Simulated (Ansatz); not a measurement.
# Sn3PbSe4: what a guessed cell relaxes into

Aim: relax a trial structure of Sn3PbSe4 and see where it ends.

Method: DFT PBE, scalar-relativistic, plane waves, PAW, in Ansatz 0.2.0.

### 1 Starting point

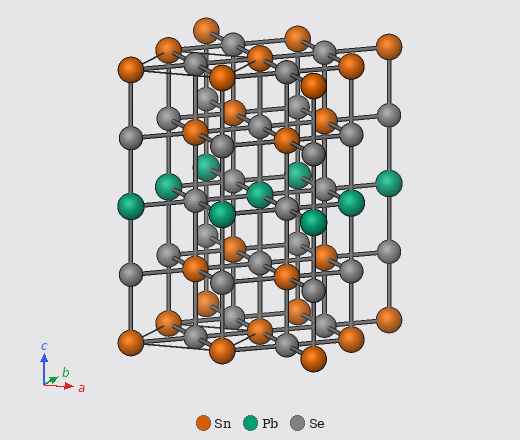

The starting structure, seen slightly off an axis (tin orange, lead teal, selenium grey). 2×2×1 cells are drawn. Atoms on the faces are drawn again on the opposite ones.

Coordinates:

```cif
data_structure
_symmetry_space_group_name_H-M 'P 1'
_symmetry_Int_Tables_number 1
_cell_length_a 4.3213
_cell_length_b 4.3213
_cell_length_c 12.2224
_cell_angle_alpha 90.000
_cell_angle_beta 90.000
_cell_angle_gamma 90.000
_cell_volume 228.23
loop_
_atom_site_label
_atom_site_type_symbol
_atom_site_fract_x
_atom_site_fract_y
_atom_site_fract_z
_atom_site_occupancy
Sn1 Sn 0.00000 0.00000 0.00000 1
Sn2 Sn 0.50000 0.50000 0.25000 1
Sn3 Sn 0.50000 0.50000 0.75000 1
Pb1 Pb 0.00000 0.00000 0.50000 1
Se1 Se 0.00000 0.00000 0.25000 1
Se2 Se 0.50000 0.50000 0.50000 1
Se3 Se 0.00000 0.00000 0.75000 1
Se4 Se 0.50000 0.50000 0.00000 1
```

The start is an ordering of an alloy on its end members' structure types: elements ordered on the sites of the PbSe type, Pb/Sn on Pb (P4/mmm, No. 123).

### 2 Probe: one point on a coarse mesh

The input, input.yaml:

```yaml
crystal:
  lattice:
    - [4.32125601, 0.0, 0.0]
    - [0.0, 4.32125601, 0.0]
    - [0.0, 0.0, 12.22235771]
  atoms:
    - { symbol: Sn, position: [0.0, 0.0, 0.0] }
    - { symbol: Sn, position: [0.5, 0.5, 0.25] }
    - { symbol: Sn, position: [0.5, 0.5, 0.75] }
    - { symbol: Pb, position: [0.0, 0.0, 0.5] }
    - { symbol: Se, position: [0.0, 0.0, 0.25] }
    - { symbol: Se, position: [0.5, 0.5, 0.5] }
    - { symbol: Se, position: [0.0, 0.0, 0.75] }
    - { symbol: Se, position: [0.5, 0.5, 0.0] }
basis:
  ecutwfc: 420
kpoints:
  mp_grid: { grid: [4, 4, 2] }
hamiltonian:
  xc: pbe
scf:
  occupations: { method: gaussian, width: 0.1 }
  lower_state_search: "off"
output:
  forces: true
  stress: true
  eigenvalues: true
```

Started as:

```sh
> ansatz run input.yaml --threads 1 --pin off --max-ram 2560MiB --backend cpu --events-out ev --progress --plain --runs-dir out
```

The log of the run, cut to the lines that bear on the results:

```text
[...]
SCF converged after 7 iterations
Free energy (F): -51859.039125 eV
[...]
E sigma→0 (E₀):  -51859.035503 eV
Entropy (-TS):   -0.007243 eV (-0.905 meV/atom)
Fermi energy:    8.756394 eV
[...]
--- Forces (eV/Å), atoms counted from 1 ---
  atom   1  Sn    -0.00000000     0.00000000     0.00000000
  atom   2  Sn     0.00000000     0.00000000     0.00646091
  atom   3  Sn     0.00000000     0.00000000    -0.00646091
  atom   4  Pb     0.00000000     0.00000000     0.00000000
  atom   5  Se     0.00000000     0.00000000    -0.21365681
  atom   6  Se     0.00000000    -0.00000000     0.00000000
  atom   7  Se     0.00000000     0.00000000     0.21365681
  atom   8  Se     0.00000000     0.00000000     0.00000000
[...]
--- Stress (GPa, compression-positive) ---
       -0.589792       0.000000       0.000000
        0.000000      -0.589792       0.000000
        0.000000       0.000000      -0.641708
  P = ⅓ Tr σ = -0.6071 GPa (-6.071 kbar)
--- Band table (eV; the first three rows and the last of 12) ---
[...]
```

Run time: 9.7 s. Hardware: 1 thread of Arm Neoverse V2, shared host; peak memory 0.54 GiB.

Read-out: pressure -0.6 GPa, largest force 0.21 eV/Å, gap on this mesh 0.10 eV. The coarse relaxation is skipped.

### 3 Relaxation on the finer mesh

input.yaml, as its differences from that of step 2:

```diff
@@ -17,3 +17,3 @@
 kpoints:
-  mp_grid: { grid: [4, 4, 2] }
+  mp_grid: { grid: [8, 8, 4] }
 hamiltonian:
@@ -21,4 +21,3 @@
 scf:
-  occupations: { method: gaussian, width: 0.1 }
-  lower_state_search: "off"
+  occupations: { method: gaussian, width: 0.01 }
 output:
@@ -27 +26,10 @@
   eigenvalues: true
+  write_density: true
+  write_potential: true
+  elf: true
+  volumetric_format: npy
+relax:
+  adjacent_minimum: "off"
+  f_tol: 0.01
+  max_steps: 80
+  cell: { stress_tol: 0.05 }
```

Started as:

```sh
> ansatz run input.yaml --threads 1 --pin off --max-ram 2560MiB --backend cpu --events-out ev --progress --plain --runs-dir out
```

The log of the run, cut to the lines that bear on the results:

```text
Warning: RAYON_NUM_THREADS=1 ignored (pool sized by the plan → 1); use --threads N
[...]
Pseudopotentials: kind: paw
Pseudopotential: Sn, paw, valence charge 14, recommended cutoff 420 eV (normal), Sn.paw.azcp
Pseudopotential: Pb, paw, valence charge 14, recommended cutoff 420 eV (normal), Pb.paw.azcp
Pseudopotential: Se, paw, valence charge 16, recommended cutoff 420 eV (normal), Se.paw.azcp
Functional definition: PBE
[...]
Crystal: 8 atoms, lattice volume = 228.231 Å³
Basis set: ecut = 420 eV, 4481 PW (Γ), exchange–correlation on 60×60×180 points (8 copies of the dense FFT grid, shifted against one another)
Bands: 72, of which v1, the nominal top of the filled ones, is band 60 counted from 1 (59 counted from 0)
Symmetry: 16 space group operations
Space group: P4/mmm (ITA 123), of the structure as read, at distance tolerance 6.1e-5 Å
k-points: 45 of 256
[...]
--- Band table (eV; the first three rows and the last of 45) ---
[...]
--- Relaxed structure (3 steps of the walk, 3 accepted, 1 SCFs on fresh bases) ---
  F+E_penalty+E_count = -51859.06865198 eV   max|allowed force component| = 2.082e-3 eV/Å   (the final SCF, on the basis selected at the relaxed cell)
  cell:  # Å, volume = 227.2875 Å³
    - [4.314908562702404, -1.361838123827968e-34, 0.0]
    - [-1.361838123827968e-34, 4.314908562702404, 0.0]
    - [0.0, 0.0, 12.20765731787415]
  atoms:
    - { symbol: Sn, position: [-9.901749461479203e-37, 5.984573850344573e-38, 0.0] }
    - { symbol: Sn, position: [0.5, 0.5, 0.248645994731268] }
    - { symbol: Sn, position: [0.5, 0.5, 0.7513540052687322] }
    - { symbol: Pb, position: [-1.632156504639429e-37, -1.088104336426286e-37, 0.5000000000000001] }
    - { symbol: Se, position: [1.1969147700689145e-37, 5.984573850344573e-38, 0.2461435280588028] }
    - { symbol: Se, position: [0.5, 0.5, 0.5000000000000001] }
    - { symbol: Se, position: [3.1555025756362292e-37, 8.160782523197145e-38, 0.7538564719411974] }
    - { symbol: Se, position: [0.5, 0.5, 0.0] }
```

It took 2.9 min on 1 thread of Arm Neoverse V2, shared host; peak memory 0.81 GiB.

Relaxation path:

```
step  energy from step 1 (eV/cell)  largest force component (eV/Å)  pressure (GPa)  volume (Å³)
   1                        0.0000                          0.1972           -0.19       228.23
   2                       -0.0082                          0.0951            0.09       226.82
   3                       -0.0102                          0.0021           -0.01       227.29
   4                       -0.0101                          0.0021           -0.01       227.29
```

Step 1 is the start. Step 4 repeats the geometry before it on a plane-wave basis chosen anew for that cell, so its energy need not be comparable with the rows above.

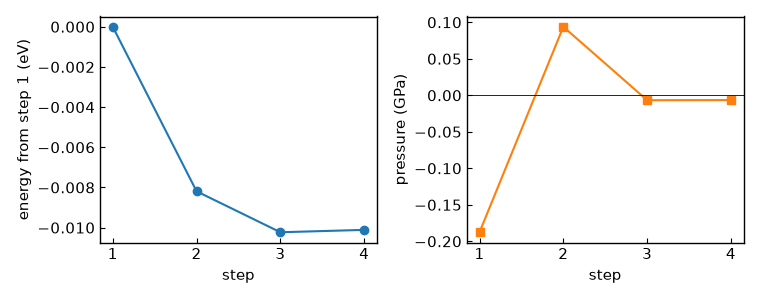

Energy and pressure along the relaxation.

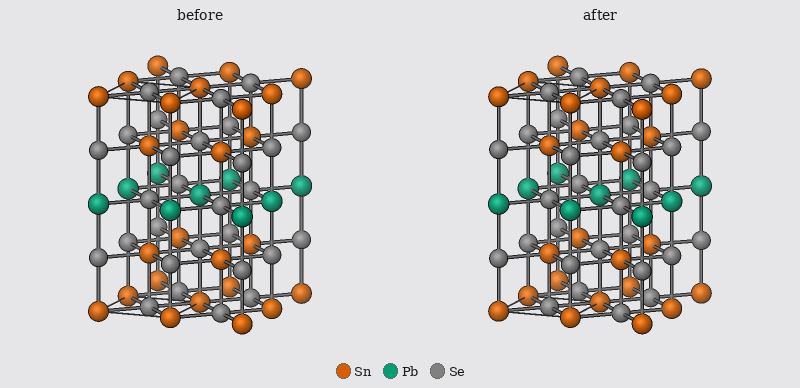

The structure before (left) and after (right) the relaxation, drawn at the same scale. The change is too small to see at this scale.

|  | before | after | change |
| --- | --- | --- | --- |
| a (Å) | 4.321 | 4.315 | -0.1 % |
| b (Å) | 4.321 | 4.315 | -0.1 % |
| c (Å) | 12.222 | 12.208 | -0.1 % |
| volume (Å³/atom) | 28.53 | 28.41 | -0.4 % |
| shortest distance (Å) | 3.056 | 3.005 | -1.7 % |
| space group (0.01 Å) | P4/mmm | P4/mmm | same |

The run keeps the 16 symmetry operations of the start, so it could not have lowered the symmetry.

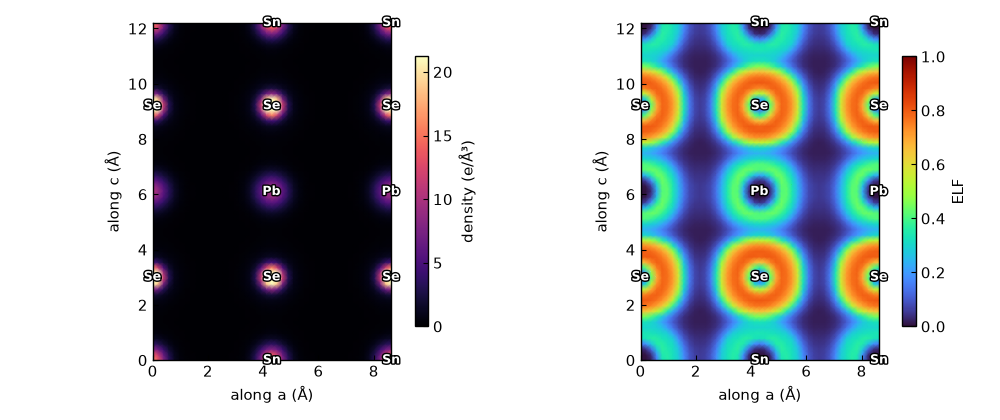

Density (left) and ELF (right) in a lattice plane of the grid's cell (edges 4.31 and 12.21 Å, at 0.000 of the third edge), which holds Sn and Pb and Se. Only atoms in the plane are labelled; the density scale stops at 21.22 e/Å³. Both are smooth fields of the valence electrons: close to the nuclei they are not physical.

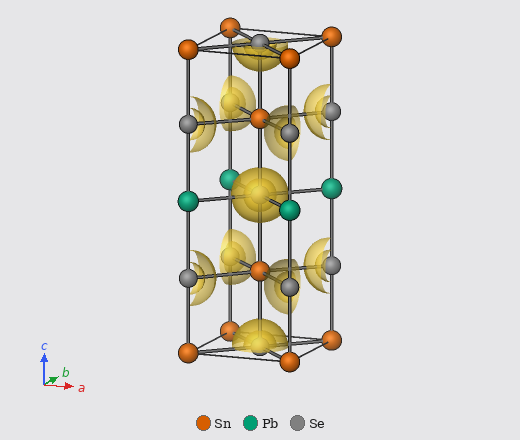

Surface of ELF = 0.74, drawn in one cell.

Outside the cores ELF peaks at 0.80 in the shell around Se, 0.8 Å from Se.

### 4 Variant: pseudopotentials.kind nc, pseudopotentials.accuracy standard

The input, input.yaml:

```yaml
crystal:
  lattice:
    - [4.3149085627, 0.0, 0.0]
    - [0.0, 4.3149085627, 0.0]
    - [0.0, 0.0, 12.2076573179]
  atoms:
    - { symbol: Sn, position: [0.0, 0.0, 0.0] }
    - { symbol: Sn, position: [0.5, 0.5, 0.2486459947] }
    - { symbol: Sn, position: [0.5, 0.5, 0.7513540053] }
    - { symbol: Pb, position: [0.0, 0.0, 0.5] }
    - { symbol: Se, position: [0.0, 0.0, 0.2461435281] }
    - { symbol: Se, position: [0.5, 0.5, 0.5] }
    - { symbol: Se, position: [0.0, 0.0, 0.7538564719] }
    - { symbol: Se, position: [0.5, 0.5, 0.0] }
basis:
  ecutwfc: 420
kpoints:
  mp_grid: { grid: [8, 8, 4] }
hamiltonian:
  xc: pbe
  pseudopotentials: { kind: nc, accuracy: standard }
scf:
  occupations: { method: gaussian, width: 0.01 }
output:
  forces: true
  eigenvalues: true
  stress: true
```

Started as:

```sh
> ansatz run input.yaml --threads 1 --pin off --max-ram 2560MiB --backend cpu --events-out ev --progress --plain --runs-dir out
```

The log of the run, cut to the lines that bear on the results:

```text
Warning: basis.ecutwfc = 420 eV is below the records' recommended 1170.089609 eV, and the density's cutoff is lower with it unless basis.ecutrho_ratio is high enough to keep the records' density cutoff: compare with a run at a higher cutoff
Warning: RAYON_NUM_THREADS=1 ignored (pool sized by the plan → 1); use --threads N
[...]
Pseudopotentials: kind: nc
Pseudopotential: Sn, nc, valence charge 14, recommended cutoff 979.609905 eV (normal), Sn.nc.azcp (PseudoDojo's, or run here from an input of PseudoDojo's; its table is named by hamiltonian.pseudopotentials.accuracy)
Pseudopotential: Pb, nc, valence charge 14, recommended cutoff 850 eV (normal), Pb.nc.azcp (PseudoDojo's, or run here from an input of PseudoDojo's; its table is named by hamiltonian.pseudopotentials.accuracy)
Pseudopotential: Se, nc, valence charge 16, recommended cutoff 1170.089609 eV (normal), Se.nc.azcp (PseudoDojo's, or run here from an input of PseudoDojo's; its table is named by hamiltonian.pseudopotentials.accuracy)
[... 1 set-up line as earlier in the session ...]
[...]
SCF iter  11: F=-20670.292894 eV  HF=-20670.292894 eV  |F-HF|=2.75e-8  |Δ(HF+E_count)|=   1.07e-7  Δρ=3.60e-6  dr2=4.83e-8  ethr=8.33e-11  ⟨swp⟩=10.1  Hψ=13187  notcnv=0
[...]
SCF converged after 11 iterations
Free energy (F): -20670.292894 eV
[...]
E sigma→0 (E₀):  -20670.292893 eV
Entropy (-TS):   -0.000002 eV (-0.000 meV/atom)
Fermi energy:    9.002220 eV
[...]
--- Forces (eV/Å), atoms counted from 1 ---
  atom   1  Sn     0.00000000     0.00000000     0.00000000
  atom   2  Sn    -0.00000000     0.00000000    -0.01967918
  atom   3  Sn    -0.00000000     0.00000000     0.01967918
  atom   4  Pb    -0.00000000     0.00000000     0.00000000
  atom   5  Se     0.00000000     0.00000000    -0.09684711
  atom   6  Se     0.00000000     0.00000000     0.00000000
  atom   7  Se     0.00000000     0.00000000     0.09684711
  atom   8  Se     0.00000000     0.00000000     0.00000000
[...]
--- Stress (GPa, compression-positive) ---
       -5.879443       0.000000       0.000000
        0.000000      -5.879443       0.000000
        0.000000       0.000000      -6.027211
  P = ⅓ Tr σ = -5.9287 GPa (-59.287 kbar)
--- Band table (eV; the first three rows and the last of 45) ---
[...]
```

Wall time 37 s (1 thread of Arm Neoverse V2, shared host); peak memory 0.64 GiB.

| run | ending | energy change | pressure (GPa) | gap (eV) | force (eV/Å) | cycles | time |
| --- | --- | --- | --- | --- | --- | --- | --- |
| step 3 | converged | - | 0.0 | 0.13 | 0.00 | - | 2.9 min |
| variant | converged | not comparable | -5.9 | 0.04 | 0.10 | 11 | 37 s |

After a change of potentials the difference of the totals has no physical meaning; the pressure goes from 0.0 to -5.9 GPa, the gap on the mesh goes from 0.13 to 0.04 eV and the largest force goes from 0.00 to 0.10 eV/Å. The cutoff is far under what these potentials recommend, so these values carry a basis error that can be large.

### 5 Outcome

| quantity | value |
| --- | --- |
| symmetry at the end (tolerance 0.02 Å) | space group P4/mmm (No. 123) |
| conventional cell | a = 4.315 Å, b = 4.315 Å, c = 12.208 Å, α = 90.00°, β = 90.00°, γ = 90.00° |
| volume | 28.41 Å³/atom |
| energy over the elements, grey Sn | -0.46 eV/atom |
| gap on the mesh | 0.13 eV |

In words: The space group P4/mmm (No. 123) is kept, at nearly the size of the first guess. A negative formation energy is needed for stability but isn't enough; other structures and compounds were not set against it here. No finished test with a distortion of lower symmetry is shown, so the end may be a saddle point. Spin-orbit coupling is left out, which matters for the bands of Pb.
